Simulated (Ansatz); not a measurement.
# SiH4O (silanol) at 6 levels

Aim: a comparison of 6 runs (CAM-B3LYP/STO-3G, PBE0/STO-3G, MP2/STO-3G, UMP2/STO-3G, BCCD(T)/STO-3G, CCSDTQ/STO-3G) of SiH4O (silanol). 

The calculation is run with Ansatz 0.2.0.

47 further runs of the same task are left out: 47 set aside as unsound or not needed.

### 1 The structure to begin with

SiH4O has 6 atoms, charge 0, and is taken as a singlet. As SMILES, `O[SiH3]`. The H5–Si2 distance was set to 2.221 Å, away from the relaxed value. At this shape a bond of the SMILES string is far longer than usual.

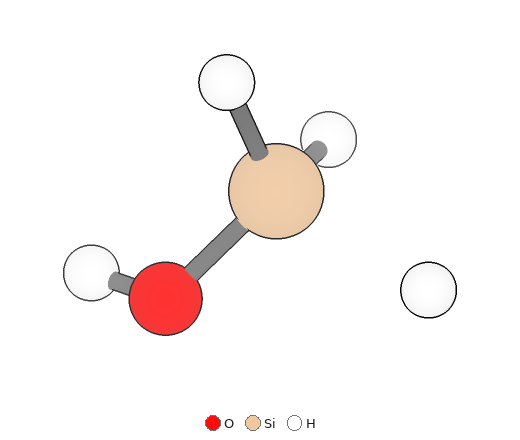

Viewed from a chosen angle; oxygen red, silicon light orange, hydrogen white.

### 2 A single-point energy at CAM-B3LYP/STO-3G (run 1)

molecule.yaml reads:

```yaml
crystal:
  periodic: [false, false, false]
  atoms:
    - {symbol: O, position_ang: [0.088579, -1.389514, 0.763313]}
    - {symbol: Si, position_ang: [-0.583821, -0.012714, 0.157313]}
    - {symbol: H, position_ang: [-0.479021, -1.988414, 1.249013]}
    - {symbol: H, position_ang: [-1.676421, -0.313514, -0.808487]}
    - {symbol: H, position_ang: [1.060500, 1.064900, -0.875600]}
    - {symbol: H, position_ang: [-1.150421, 0.843186, 1.236013]}
basis:
  gaussian:
    orbitals: STO-3G
magnetization:
  spin_polarized: false
hamiltonian:
  xc: {name: CAM-B3LYP}
accuracy: high
```

On the command line:

```bash
$ ansatz run molecule.yaml --threads 1 --pin off --max-ram 2610MiB --events-out events.jsonl --progress --plain --runs-dir runs
```

Output:

```text
Warning: RAYON_NUM_THREADS=1 ignored (pool sized by the plan → 1); use --threads N
Functional definition: CAM-B3LYP
  name "CAM-B3LYP"
  parameter alpha = 0.19
  parameter beta = 0.46
  parameter omega = 0.33/bohr
  parameter ac = 0.81
  exchange = (1 - alpha - beta)*b88_x + beta*b88_x_sr(omega) + alpha*exact_x + beta*exact_x_lr(omega)
  correlation = (1 - ac)*vwn5_c + ac*lyp_c
314 factors; integrals over basis functions are off by at most 3.0e-8 eV
150 factors; integrals over basis functions are off by at most 6.6e-10 eV
mean field evaluation 1: about -9861.6842 eV, gradient 2.5e1 eV
mean field evaluation 2: about -9862.4520 eV, gradient 2.2e1 eV
mean field evaluation 4: about -9864.3777 eV, gradient 2.9e-1 eV
mean field evaluation 8: about -9864.3213 eV, gradient 2.0e-3 eV
mean field evaluation 16: about -9864.3213 eV, gradient 3.7e-8 eV
mean field -9864.32125941 eV, -362.5071200061 hartree, gradient 3.7e-8 eV, S^2 0.000000; 0 other end points of the search recorded, 0 dependent functions left out
reference -9864.32127283 eV, -362.5071204992 hartree; 13, 13 occupied and 5, 5 virtual orbitals, 314 factors
Total energy: -9864.32127283 eV, -362.5071204992 hartree
```

It took 0.97 s on 1 thread of Arm Neoverse V2, shared host; peak memory 0.095 GiB.

### 3 A single-point energy at PBE0/STO-3G (run 2)

in.yaml reads:

```yaml
crystal:
  periodic: [false, false, false]
  atoms:
    - {symbol: O, position_ang: [0.088579, -1.389514, 0.763313]}
    - {symbol: Si, position_ang: [-0.583821, -0.012714, 0.157313]}
    - {symbol: H, position_ang: [-0.479021, -1.988414, 1.249013]}
    - {symbol: H, position_ang: [-1.676421, -0.313514, -0.808487]}
    - {symbol: H, position_ang: [1.060500, 1.064900, -0.875600]}
    - {symbol: H, position_ang: [-1.150421, 0.843186, 1.236013]}
basis:
  gaussian: {orbitals: STO-3G}
hamiltonian: {xc: {name: PBE0}}
accuracy: high
```

On the command line:

```bash
$ ansatz run in.yaml --threads 1 --pin off --max-ram 2610MiB --events-out events.jsonl --progress --plain --runs-dir runs
```

Output:

```text
Warning: RAYON_NUM_THREADS=1 ignored (pool sized by the plan → 1); use --threads N
Functional definition: PBE0
  name "PBE0"
  parameter a = 0.25
  parameter kappa = 0.804
  parameter beta = 0.06672455060314922
  exchange = (1 - a)*pbe_x(kappa = kappa, mu = beta*pi^2/3) + a*exact_x
  correlation = pbe_c(beta = beta)
314 factors; integrals over basis functions are off by at most 3.0e-8 eV
mean field evaluation 1: about -9858.0571 eV, gradient 2.5e1 eV
mean field evaluation 2: about -9856.3693 eV, gradient 3.0e1 eV
mean field evaluation 4: about -9860.7414 eV, gradient 1.1e0 eV
mean field evaluation 8: about -9860.6983 eV, gradient 3.0e-3 eV
mean field evaluation 16: about -9860.6983 eV, gradient 2.4e-8 eV
mean field -9860.69834859 eV, -362.3739804893 hartree, gradient 2.4e-8 eV, S^2 0.000000; 0 other end points of the search recorded, 0 dependent functions left out
reference -9860.69835004 eV, -362.3739805425 hartree; 13, 13 occupied and 5, 5 virtual orbitals, 314 factors
Total energy: -9860.69835004 eV, -362.3739805425 hartree
```

Run time: 0.93 s. Hardware: 1 thread of Arm Neoverse V2, shared host; peak memory 0.092 GiB.

Runs 3 to 5 aren't shown in full; the table further down has their settings and results.

### 4 The energy at CCSDTQ/STO-3G (run 6)

in.yaml: that of step 3 with these lines changed.

```diff
@@ -11,3 +11,4 @@
   gaussian: {orbitals: STO-3G}
-hamiltonian: {xc: {name: PBE0}}
+correlation: {method: ccsdtq, frozen_orbitals: {H: 0, O: 1, Si: 5}}
 accuracy: high
+scf: {omitted_lower_state_checks: [cluster_reference, increment]}
```

On the command line:

```bash
$ ansatz run in.yaml --threads 1 --pin off --max-ram 2610MiB --events-out events.jsonl --progress --plain --runs-dir runs
```

Output:

```text
Warning: RAYON_NUM_THREADS=1 ignored (pool sized by the plan → 1); use --threads N
[... 11 lines left out ...]
6 core orbitals not correlated: weight in the atoms' cores, before any rotation towards them, 1.000 or more for the frozen orbitals, at most 0.000 for the correlated occupied ones
[... 33 lines left out ...]
Total energy: -9843.89675580 eV, -361.7565333426 hartree
Checks for a lower state left out: cluster_reference, increment
```

Wall time 4.2 s (1 thread of Arm Neoverse V2, shared host); peak memory 0.099 GiB.

### 5 Overview of the runs

```csv
run,level,frozen core orbitals,energy (Eh),wall time
1,CAM-B3LYP/STO-3G,–,-362.507120,0.97 s
2,PBE0/STO-3G,–,-362.373981,0.93 s
3,MP2/STO-3G,6,-361.706872,0.1 s
4,UMP2/STO-3G,6,-361.698765,0.16 s
5,BCCD(T)/STO-3G,6,-361.755785,0.14 s
6,CCSDTQ/STO-3G,6,-361.756533,4.2 s
```

### 6 Summary of results

| quantity | value |
| --- | --- |
| run 6: total energy | -361.75653 Eh |
| run 6: correlation energy (6 core orbitals frozen) | -146.7 mEh |
| run 6: T1 diagnostic | 0.011 |

What this shows: Totals of different functionals can't be ranked against each other. In runs 3, 5, 6 the log says that unrestricted orbitals would lower the reference, so the values rest on an unstable closed-shell determinant (other closed-shell runs at this shape may share the fault). In runs 1, 2, 3, 4, 5, 6 the basis is minimal, so the values are rough. Spin contamination of the reference: run 4 ⟨S²⟩ = 0.54. All runs together took 6.5 s, the longest 4.2 s.
